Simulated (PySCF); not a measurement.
Vertical excitations of a molecule C₅H₅Cl from PySCF with TDA-PBE/def2-SVPD, as energy in eV (oscillator strength): 4.92 (0.000), 5.19 (0.000), 5.27 (0.379), 5.73 (0.000), 5.94 (0.011), 6.19 (0.103), 6.27 (0.000), 6.71 (0.000), 6.73 (0.256), 6.81 (0.003). Lowest triplet (TDA): 3.11 eV. The structure is a stationary point at PBE-D3(BJ)/def2-SVP. The values are those of a single conformer.

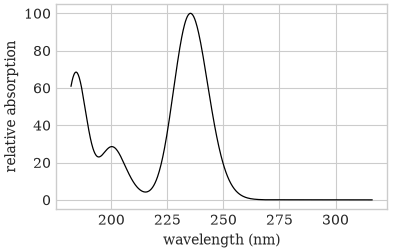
Figure. The lines broadened by 0.4 eV.

Task: Identify the compound among the candidates.
(A) C#CCC(=C)Cl
(B) CC#C/C=C\Cl
(C) C#C/C(C)=C/Cl
(D) C#CC/C=C/Cl

Result: C, C#C/C(C)=C/Cl
